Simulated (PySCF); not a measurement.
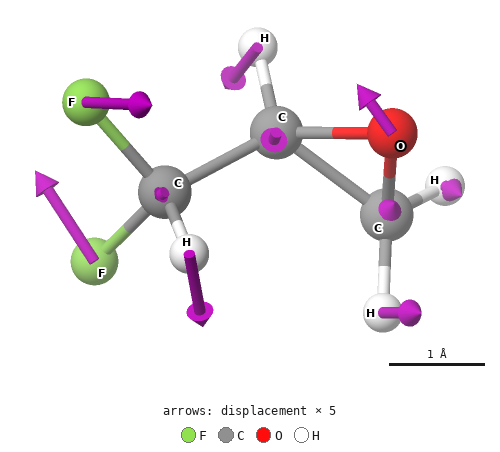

A relaxation of C3H4F2O. The starting structure is drawn; purple arrows show the displacements, 5 times their true length. The two geometries are superimposed by the best rigid fit.

The picture is a ball-and-stick view, seen at a tilt.

The start comes from GFN2-xTB. Its atoms were then displaced at random by about 0.01 Å.

Theory: PySCF 2.14.0, density-fitted response routines, PBE0-D3(BJ)/def2-SVP geometry optimisation, gas phase. 

> What did the optimiser do to the structure, and how much energy did it gain?

The atom that moves furthest after the best rigid fit is an F atom (0.25 Å). By element the largest moves are F 0.25 Å, H 0.23 Å, O 0.13 Å, C 0.08 Å. Some distances before and after: C–H 1.052 → 1.098 Å, C–C 1.501 → 1.460 Å, C–F 1.382 → 1.351 Å, C–C 1.480 → 1.500 Å. Bond angles that change, for instance: F–C–F 105.4° → 107.8°, C–C–O 117.6° → 115.4°, C–C–H 113.5° → 111.5°. Over 10 geometry steps the energy falls by 13.0 kJ/mol. Cost: 31 s on 1 thread of Arm Neoverse V2 (shared host).
